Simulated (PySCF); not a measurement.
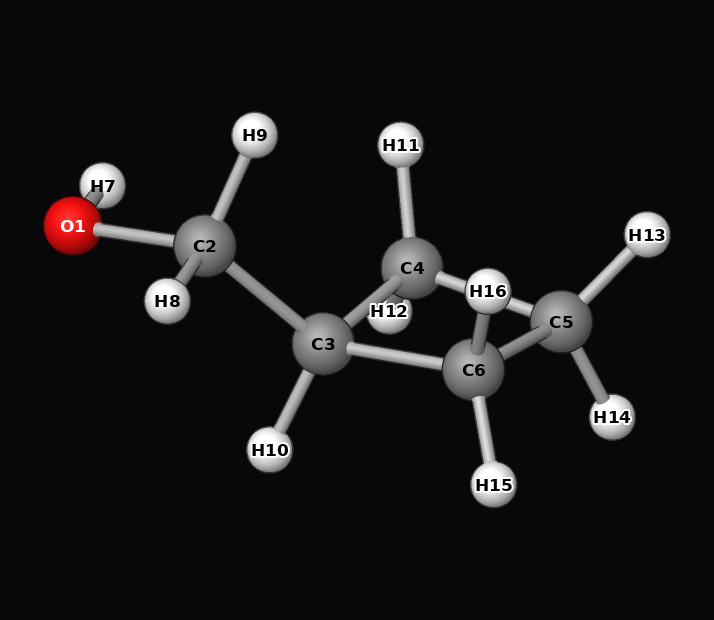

The questions are on isotropic NMR shieldings of the C atoms. The geometry was computed by an optimisation with GFN2-xTB. No frequency run is at hand to confirm it as a minimum. Properties computed with GIAO PBE0/pcSseg-1 NMR shielding, non-relativistic, gas phase (PySCF 2.14.0).

Give the isotropic NMR shieldings of the C atoms atom by atom.

```tsv
atom	σ (ppm)
C2	111.6
C3	149.6
C4	160.9
C5	169.8
C6	164.6
```
